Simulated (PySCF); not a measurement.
```xyz
16

C    -2.5195    0.9117   -0.3304
C    -2.6695   -0.4140    0.1506
C    -1.4230   -0.9344    0.3105
N    -0.5109    0.0245   -0.0545
C     0.8425   -0.1374   -0.0259
N     1.4793   -1.2070    0.3435
C     2.8004   -0.8882    0.1982
C     2.8996    0.3827   -0.2601
O     1.6410    0.8759   -0.4076
C    -1.1858    1.1537   -0.4471
H    -3.3118    1.5961   -0.5593
H    -3.5964   -0.9126    0.3506
H    -1.0858   -1.8926    0.6476
H     3.5668   -1.5961    0.4333
H     3.7187    1.0229   -0.5098
H    -0.6532    2.0239   -0.7738
```

Geometry: GFN2-xTB.

The calculation used PBE0/pcSseg-1, SCF density, gas phase, non-relativistic in PySCF.

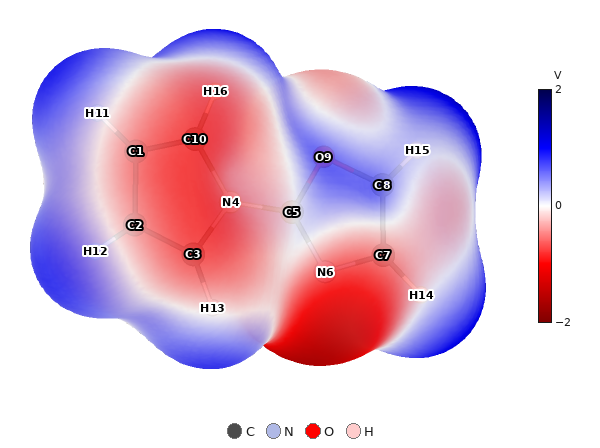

C7H6N2O (SMILES c1ccn(-c2ncco2)c1). The molecular electrostatic potential painted on the density surface at 0.002 e/bohr³, seen at a tilt; the colour scale runs from red (negative) to blue (positive).

Question: Which sites attract a positive test charge, and which a negative one?

Answer: A positive charge is drawn to the negative regions and a negative charge to the positive ones. The most negative region (about −1.5 V) lies over N6, the most positive (about +1.5 V) over H15. N6 is the likeliest acceptor of a hydrogen bond.
